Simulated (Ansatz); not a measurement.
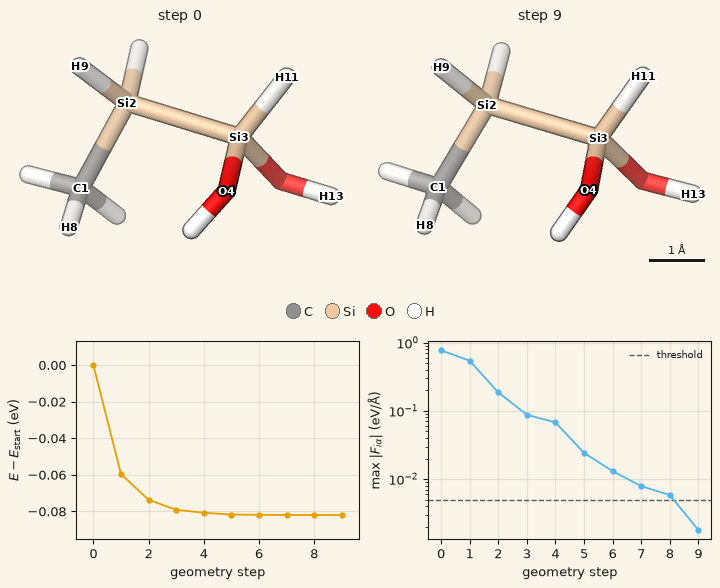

First and last geometry of a relaxation of CH8O2Si2, with the history of the run. The picture is a stick view, seen at a tilt.

The start comes from PBE-D4/def2-SVP.

Computed with RKS PBE0-D4/def2-TZVP in Ansatz 0.2.0.

Input file:
```yaml
crystal:
  periodic: [false, false, false]
  atoms:
    - {symbol: C, position_ang: [-1.828617, 0.680798, -0.161275]}
    - {symbol: Si, position_ang: [-0.208057, 0.983363, 0.783736]}
    - {symbol: Si, position_ang: [1.384599, -0.576631, 0.043086]}
    - {symbol: O, position_ang: [0.932954, -2.154068, 0.440755]}
    - {symbol: O, position_ang: [1.402308, -0.304307, -1.623213]}
    - {symbol: H, position_ang: [-1.649524, 0.761100, -1.252175]}
    - {symbol: H, position_ang: [-2.604621, 1.418751, 0.124041]}
    - {symbol: H, position_ang: [-2.229748, -0.331821, 0.048175]}
    - {symbol: H, position_ang: [-0.437363, 0.823891, 2.266936]}
    - {symbol: H, position_ang: [0.279452, 2.390720, 0.545040]}
    - {symbol: H, position_ang: [2.767070, -0.474670, 0.629209]}
    - {symbol: H, position_ang: [0.005076, -2.370156, 0.242217]}
    - {symbol: H, position_ang: [2.071771, -0.808170, -2.121233]}
basis:
  gaussian: {orbitals: def2-TZVP}
hamiltonian: {xc: pbe0, dispersion: d4}
relax: {f_tol: 0.005, max_steps: 150}
```

Run as
```bash
ansatz run in.yaml --threads 4 --pin off --events-out ev --progress --plain --max-ram 10444MiB
```

What do the curves and the structures tell?

It converged. H12 moves most after the best rigid fit: 0.15 Å. By element the largest moves are H 0.15 Å, O 0.07 Å, C 0.06 Å, Si 0.04 Å. Among the contacts that change: Si3–O4 1.688 → 1.651 Å, C1–Si2 1.900 → 1.880 Å, Si2–H10 1.508 → 1.491 Å, C1–H6 1.108 → 1.092 Å. Among the angles between lasting bonds that change: Si3–O4–H12 114.5° → 117.4°, C1–Si2–Si3 108.4° → 111.1°, Si2–Si3–H11 117.1° → 114.6°. After 9 geometry steps the energy has fallen by 0.082 eV. Largest force component: 0.78 eV/Å at the start, 0.0018 eV/Å at the end.
